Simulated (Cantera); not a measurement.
Feed: 1 mol CCl4, a varied amount of H2, 0.11 mol HCl, held at 2998.15 K and 0.0450 bar.

These are equilibrium values from Cantera (NASA tables, ideal gas, pure condensed phases), not measurements of a reactor. Candidate condensed phases: C, C6H6, C7H8, C8H18; 91 gas species. The tables' values for CCl are old estimates; treat these amounts as uncertain. Equilibrium is a limit: real reactors are often held back by kinetics, nucleation or transport.

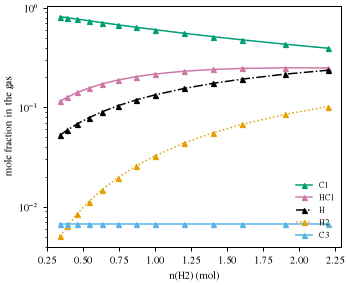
Figure. Equilibrium gas composition (values under 1e-9 drawn at 1e-9)

### Question
Read off the mole fractions at 1 mol H2.

### Answer
Cl about 0.60, HCl about 0.22, H about 0.13, H2 about 0.033, C3 about 0.0068.
